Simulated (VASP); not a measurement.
Band structure of Ti2Zr2C4 (ordered alloy cell). All values below come from PBEsol GGA, VASP's PBE PAW potentials (set 64) (plane waves; VASP).

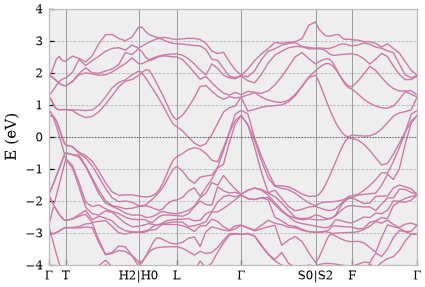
Bands along high-symmetry lines, zero at the valence-band maximum or, without a gap, the Fermi level

Problem. Read the plot: is there a gap, and where are the band edges?

Solution. It has no gap at this level: it comes out as a metal or semimetal. (Edges off the drawn lines would not show.)

The structure was generated: Ti2Zr2C4 was put into an ordered model structure (R-3m), which need not be its known phase. It was relaxed first.
